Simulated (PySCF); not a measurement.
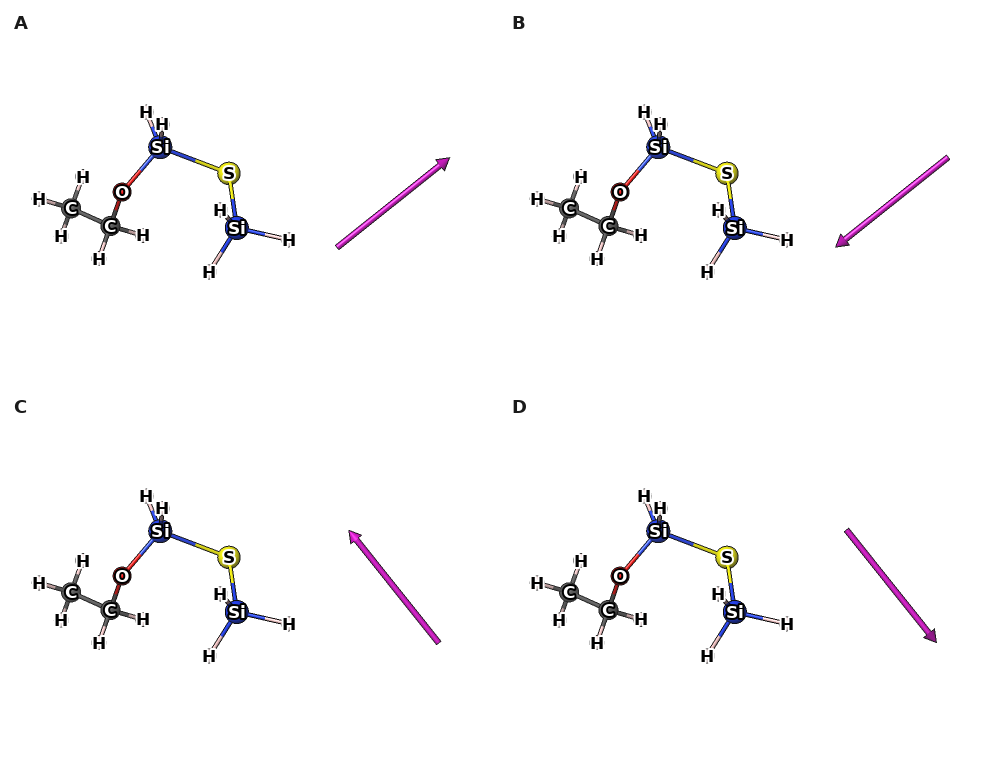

The same molecule four times, each with an arrow. Computed geometry: PBE0-D3(BJ)/def2-SVP optimisation. No frequency run is at hand to confirm it as a minimum. Properties computed with ωB97X-D/pcSseg-1, gas phase (PySCF 2.14.0).

Which arrow points along the dipole moment, from the negative to the positive end?

B. The dipole moment is 1.44 D.
